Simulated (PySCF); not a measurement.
**SiH2ClO2 (SMILES O[Si](O)Cl): USOS-MP2/6-311G(d,p) (Cartesian functions)**

Aim: the energy change on altering one bond length of SiH2ClO2 at USOS-MP2/6-311G** (Cartesian functions), from 2 runs. 

Program for the calculation: PySCF 2.14.0.

4 further runs of the same task are left out: 1 that didn't finish, 3 set aside as unsound or not needed.

### Step 1. The system as given

SiH2ClO2: 6 atoms, total charge 0, spin state doublet. SMILES: `O[Si](O)Cl`. Geometry: relaxed at PBE0-D4/def2-TZVP. This is one conformer, not always the lowest.

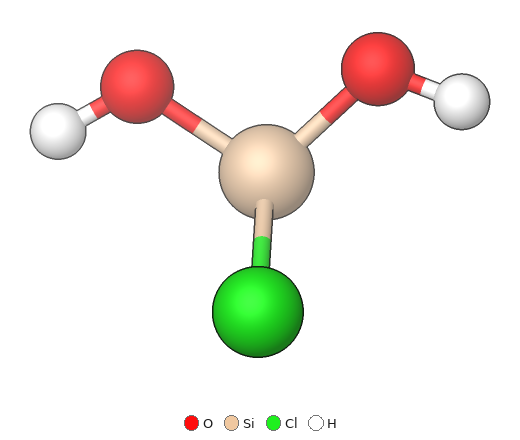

Viewed from a chosen angle; oxygen red, silicon light orange, chlorine green, hydrogen white.

### Step 2. A single-point energy at USOS-MP2/6-311G(d,p) (Cartesian functions)

The input, job.py:

```python
# O[Si](O)Cl
from pyscf import gto, scf, mp

system = gto.Mole()
system.atom = '''
O     -0.606035     2.629176    -0.738505
Si     0.249066    -0.334104    -0.771386
O      2.262947    -0.531013     1.556378
Cl    -2.831755    -2.692860    -0.169319
H     -1.944150     3.113135    -1.860624
H      2.870116    -2.184334     1.983268
'''
system.unit = 'bohr'
system.max_memory = 1860
system.verbose = 3
system.basis = '6-311g**'
system.cart = True
system.symmetry = True
system.charge = 0
system.spin = 1
system.build()

mf = scf.UHF(system)
mf.max_cycle = 100
mf = mf.newton()
mf.kernel()

pt = mp.MP2(mf, frozen=12).run()
e_final = mf.e_tot + 1.3 * pt.e_corr_os
print('Final energy', e_final)
```

Launch:

```bash
$ OMP_NUM_THREADS=1 python job.py
```

The program printed:

```text
converged SCF energy = -899.482857768108  <S^2> = 0.75431329  2S+1 = 2.0043086
E(UMP2) = -900.103141517737  E_corr = -0.620283749629101
E(SCS-UMP2) = -900.083541012707  E_corr = -0.60068324459881
Final energy -900.0737407601914
```

It took 6 s on 1 thread of Arm Neoverse V2, shared host; peak memory 0.29 GiB.

### Step 3. The distorted shape, same level

The input, calc.py:

```python
from pyscf import gto, mp

molecule = gto.Mole()
molecule.atom = '''
O     -0.271506     2.508186    -0.457975
Si     0.583595    -0.455093    -0.490856
O      2.597476    -0.652003     1.836908
Cl    -2.497226    -2.813849     0.111210
H     -1.944150     3.113135    -1.860624
H      3.204645    -2.305324     2.263797
'''
molecule.charge = 0
molecule.cart = True
molecule.verbose = 3
molecule.spin = 1
molecule.max_memory = 1860
molecule.basis = '6-311g**'
molecule.unit = 'bohr'
molecule.symmetry = True
molecule.build()

calc0 = molecule.UHF()
calc0.max_cycle = 100
calc0 = calc0.newton()
calc0.kernel()

pt = mp.MP2(calc0, frozen=12).run()
energy = calc0.e_tot + 1.3 * pt.e_corr_os
print('Final energy', energy)
```

Launch:

```bash
$ OMP_NUM_THREADS=1 python calc.py
```

The program printed:

```text
converged SCF energy = -899.439171549431  <S^2> = 0.75479039  2S+1 = 2.0047847
E(UMP2) = -900.068143837947  E_corr = -0.628972288515861
E(SCS-UMP2) = -900.048772569801  E_corr = -0.609601020369107
Final energy -900.0390869357271
```

Run time: 6.9 s. Hardware: 1 thread of Arm Neoverse V2, shared host; peak memory 0.29 GiB.

### Step 4. Results

Level: USOS-MP2/6-311G** (Cartesian functions), 12 core orbitals frozen.

```
                                                                   quantity          value
                                                  first shape: total energy  -900.07374 Eh
                          first shape: dipole moment (Hartree–Fock density)         2.02 D
    first shape: HOMO energy (Hartree–Fock orbitals) (highest over α and β)       -9.68 eV
     first shape: LUMO energy (Hartree–Fock orbitals) (lowest over α and β)        1.25 eV
                  first shape: correlation energy (12 core orbitals frozen)     -590.9 mEh
                             first shape: ⟨S²⟩ of the reference determinant          0.754
                                              distorted shape: total energy  -900.03909 Eh
                      distorted shape: dipole moment (Hartree–Fock density)         2.09 D
distorted shape: HOMO energy (Hartree–Fock orbitals) (highest over α and β)       -9.59 eV
 distorted shape: LUMO energy (Hartree–Fock orbitals) (lowest over α and β)        1.30 eV
              distorted shape: correlation energy (12 core orbitals frozen)     -599.9 mEh
                         distorted shape: ⟨S²⟩ of the reference determinant          0.755
          energy change with the O1–H5 bond stretched from 0.959 to 1.199 Å       0.943 eV
```

In words: With the O1–H5 bond stretched from 0.959 to 1.199 Å the energy rises by 0.94 eV (91.0 kJ/mol). The first shape isn't relaxed at this level, so the change isn't measured from a minimum. Mulliken charges (first shape) of the mean-field density run from -0.66 on O1 to +1.09 on Si2.
